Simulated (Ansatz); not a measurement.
# Calculations on Be3Ag

Part 1: Relaxation

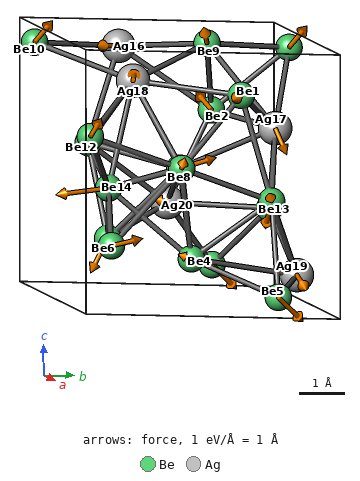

Starting geometry of an amorphous cell of composition Be₃Ag (coarse preliminary run) with the computed forces as orange arrows. The picture is a ball-and-stick view of the cell of the calculation, reduced to other axes (origin shifted), seen slightly off an axis. Lengths and directions refer to the drawn axes.

Case: the quenched liquid.

Level of theory: Ansatz, DFT PBE, scalar-relativistic, plane waves, PAW.

Input file:
```yaml
crystal:
  lattice:
    - [5.99465, 0.008535, -0.164078]
    - [0.008535, 5.839466, 0.003265]
    - [-0.164078, 0.003265, 6.050403]
  atoms:
    - { symbol: Be, position: [0.6188619151, 0.5941744398, 0.8326819883] }
    - { symbol: Be, position: [0.6668724556, 0.2281491981, 0.7004622273] }
    - { symbol: Be, position: [0.4436057233, 0.8460694582, 0.5222850514] }
    - { symbol: Be, position: [0.4327517459, 0.6329698236, 0.2056997692] }
    - { symbol: Be, position: [0.6996683664, 0.345845034, 0.1006848224] }
    - { symbol: Be, position: [0.0503902788, 0.3718818846, 0.2796307207] }
    - { symbol: Be, position: [0.9835357958, 0.4329981381, 0.6840283899] }
    - { symbol: Be, position: [0.3564557861, 0.4865968115, 0.5636960152] }
    - { symbol: Be, position: [0.587945173, 0.9922312818, 0.9802210613] }
    - { symbol: Be, position: [0.94441625, 0.1227986683, 0.9554611295] }
    - { symbol: Be, position: [0.1974420743, 0.9930977928, 0.2334696947] }
    - { symbol: Be, position: [0.1552878055, 0.1232130908, 0.5795740757] }
    - { symbol: Be, position: [0.7212332957, 0.5305243406, 0.4423033465] }
    - { symbol: Be, position: [0.1322660704, 0.728560585, 0.4556531768] }
    - { symbol: Be, position: [0.8561014718, 0.0772787519, 0.3516680678] }
    - { symbol: Ag, position: [0.3237316551, 0.3123055588, 0.9254345566] }
    - { symbol: Ag, position: [0.8230282391, 0.8660554498, 0.6789899319] }
    - { symbol: Ag, position: [0.239182772, 0.7689556749, 0.8595290914] }
    - { symbol: Ag, position: [0.875103323, 0.7388598551, 0.1394591819] }
    - { symbol: Ag, position: [0.4860433982, 0.1994974345, 0.3510005038] }
  symmetry: { detect: false }
basis:
  ecutwfc: 420
kpoints:
  mp_grid: { grid: [2, 2, 2], shift: [0.5, 0.5, 0.5] }
hamiltonian:
  xc: pbe
scf:
  occupations: { method: gaussian, width: 0.1 }
  lower_state_search: "off"
output:
  forces: true
  stress: true
  eigenvalues: true
relax:
  adjacent_minimum: "off"
  f_tol: 0.04
  max_steps: 70
  cell: { stress_tol: 0.3 }
```

Command:
```bash
ansatz run input.yaml --threads 2 --pin off --max-ram 5120MiB --backend cpu --events-out ev --progress --plain --runs-dir out
```

**What follows when this structure is relaxed?**

It isn't relaxed: the largest force vector, on Be14, is 1.32 eV/Å. The final displacements follow the starting forces only in part (cosine between the two patterns 0.42). The energy falls by 73.5 meV per atom in 5 accepted moves (7 points after the start). Largest force component: 1.3 eV/Å at the start, 0.037 eV/Å at the end. The pressure goes from 3.15 to 0.00 GPa. The line search rejected the trial step at point 5 of the run. The SCF was repeated once at an unchanged geometry on a basis and grid sized afresh for the cell, which shifted the energy by 0.1 meV per atom at most. The largest move relative to the cell is that of Be3, 0.58 Å roughly along [0 1 −2]. By element the largest moves are Be 0.58 Å, Ag 0.41 Å. The volume changes by +0.3 %, with a 5.839 → 6.093 Å (+4.3 %), b 5.997 → 5.876 Å (−2.0 %), c 6.053 → 5.938 Å (−1.9 %), α 93.1° → 87.3°, γ 90.2° → 90.3°. Near-neighbour distances that change, for instance: Be3–Be12 2.404 → 3.170 Å, Be7–Ag19 3.378 → 2.653 Å, Be2–Be12 3.117 → 2.393 Å, Be4–Be13 2.264 → 2.778 Å. Bond angles that change, for instance: Be3–Be4–Ag19 90.8° → 68.6°, Be5–Be13–Be7 118.8° → 140.5°, Ag18–Be4–Ag20 128.3° → 147.3°. The run took 41 s on 2 threads of Arm Neoverse V2, on a shared host, peak memory 0.56 GiB.

Limits of the set-up: the k-point mesh is coarse for a cell with partly filled bands; the periodic images lie only 5.8 Å apart, so the values are limited by the cell's size.

Part 2: Dynamics

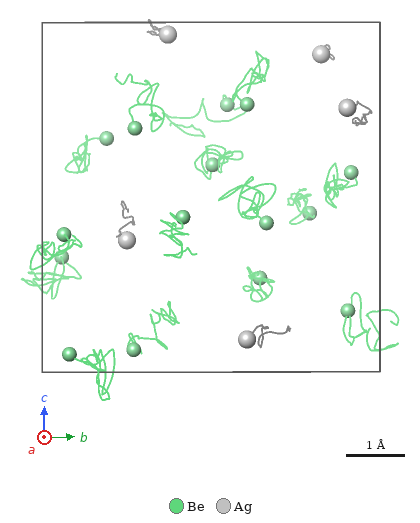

Molecular dynamics of an amorphous cell of composition Be3Ag (20 atoms in the cell), 375 fs long. It starts from the last geometry of an earlier run, with fresh velocities. Lines trace each atom's path, in the colour of its element; spheres stand at the starting positions. Seen along the a axis in the simulation cell.

Method: DFT PBE, scalar-relativistic, plane waves, PAW in Ansatz 0.2.0. Set-up: plane-wave cutoff 420 eV; k-point mesh 1 × 1 × 1; Fermi-Dirac smearing 0.133 eV; set temperature 1540 K; time step 1.5 fs.

### What do the traces tell about the motion?

In the second half of the run the atoms are, in the root-mean-square, this far from where they began (common drift taken out): Be 0.69 Å, Ag 0.43 Å. Against the typical shortest distance between atoms in the first frame, about 2.1 Å these are large excursions, but over 375 fs one can't yet tell strong vibration from the start of diffusion. Over the second half the temperature averages 1471 K (spread ±222 K). The potential energy is still drifting at the end, so the run hasn't reached equilibrium. The potential energy in the second half lies on average 37.4 meV per atom below the first frame. The mean pressure there is 9.8 GPa.

Limits of the set-up: the k-point mesh is coarse for a cell with partly filled bands; the periodic images lie only 5.8 Å apart, so the values are limited by the cell's size.

Cost: 3.4 min on 2 threads of Arm Neoverse V2, on a shared host, peak memory 0.46 GiB.

Part 3: Dynamics

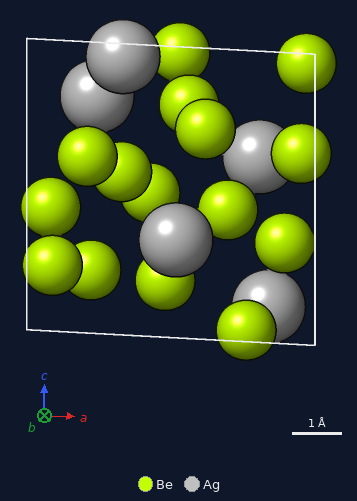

Starting frame of a dynamics run of an amorphous cell of composition Be$_{3}$Ag (20 atoms in the cell). It starts from the last geometry of an earlier run, with fresh velocities. A spheres-only model of the simulation cell, seen along the b axis.

The calculation used DFT PBE, scalar-relativistic, plane waves, PAW (Ansatz).

Input file:
```yaml
crystal:
  lattice:
    - [5.99465, 0.008535, -0.164078]
    - [0.008535, 5.839466, 0.003265]
    - [-0.164078, 0.003265, 6.050403]
  atoms:
    - { symbol: Be, position: [0.5630397729, 0.6128629157, 0.8020451227] }
    - { symbol: Be, position: [0.6197640969, 0.2488546144, 0.7223834223] }
    - { symbol: Be, position: [0.4278255963, 0.8122608291, 0.4929734371] }
    - { symbol: Be, position: [0.4799789908, 0.6123209129, 0.19479292] }
    - { symbol: Be, position: [0.761179818, 0.3928498215, 0.0395920624] }
    - { symbol: Be, position: [0.0885788615, 0.3667624286, 0.2257115946] }
    - { symbol: Be, position: [0.9527669909, 0.3714844049, 0.6567084843] }
    - { symbol: Be, position: [0.3292493039, 0.4786550338, 0.5603232447] }
    - { symbol: Be, position: [0.5314244868, 0.9688978165, 0.9802055158] }
    - { symbol: Be, position: [0.9699725019, 0.1205680924, 0.9668266902] }
    - { symbol: Be, position: [0.2229695076, 0.9472153823, 0.217054777] }
    - { symbol: Be, position: [0.2097146177, 0.11135748, 0.6067269891] }
    - { symbol: Be, position: [0.6976759374, 0.5191800123, 0.4488352645] }
    - { symbol: Be, position: [0.0828907615, 0.7403578306, 0.4251105008] }
    - { symbol: Be, position: [0.8944304953, 0.1164593442, 0.3463103303] }
    - { symbol: Ag, position: [0.3337867243, 0.2731579413, 0.9557427647] }
    - { symbol: Ag, position: [0.8081577686, 0.8954831049, 0.636932759] }
    - { symbol: Ag, position: [0.2438908458, 0.7705761283, 0.8152702025] }
    - { symbol: Ag, position: [0.8387031767, 0.7453916303, 0.1244890983] }
    - { symbol: Ag, position: [0.5174008753, 0.1951567788, 0.336195751] }
  symmetry: { detect: false }
basis:
  ecutwfc: 420
  xc_grid: 1
kpoints:
  mp_grid: { grid: [1, 1, 1], shift: [0.25, 0.25, 0.25] }
hamiltonian:
  xc: pbe
scf:
  occupations: { method: fermi_dirac, width: 0.05 }
  lower_state_search: "off"
  convergence: { dr2_threshold: 1.0e-05 }
output:
  forces: true
  stress: true
md:
  timestep: 1.5
  n_steps: 250
  ensemble: nvt_langevin
  friction: 0.03
  temperature: 300.0
  initial_velocities: maxwell_boltzmann
  seed: 60163
```

Command:
```bash
ansatz run input.yaml --threads 2 --pin off --max-ram 5120MiB --backend cpu --events-out ev --progress --plain --runs-dir out
```

Predict how the run goes.

Answer. Over the second half the temperature averages 282 K (spread ±57 K). The potential energy in the second half lies on average 102 meV per atom below the first frame. The first frame is far from relaxed (forces up to 3.0 eV/Å), so much of the motion is the structure settling. The mean pressure there is 3.2 GPa. In the second half of the run the atoms are, in the root-mean-square, this far from where they began (common drift taken out): Be 0.30 Å, Ag 0.25 Å. That is small against the typical shortest distance between atoms in the first frame, about 2.1 Å: the atoms vibrate about their sites and the arrangement holds.

Along the run (each row but the first and the last is the mean over the interval that it begins):

| time (fs) | potential energy (meV/atom) | T (K) | p (GPa) |
| --- | --- | --- | --- |
| 0.0 | 0.0 | 285 | 7.2 |
| 61.5 | -83.4 | 363 | 4.0 |
| 123.0 | -83.1 | 306 | 4.0 |
| 184.5 | -100.5 | 325 | 3.4 |
| 246.0 | -99.4 | 249 | 3.2 |
| 307.5 | -104.4 | 270 | 3.0 |
| 369.0 | -98.8 | 310 | 3.3 |

The paths of the atoms:

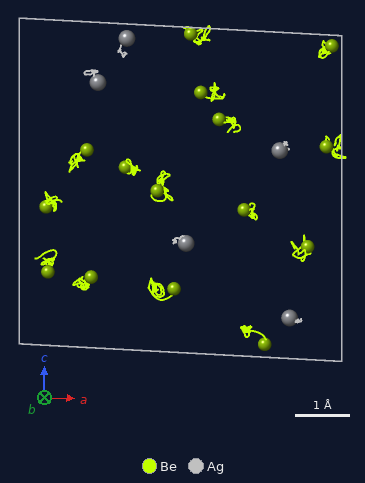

Limits of the set-up: the k-point mesh is coarse for a cell with partly filled bands; the periodic images lie only 5.8 Å apart, so the values are limited by the cell's size.
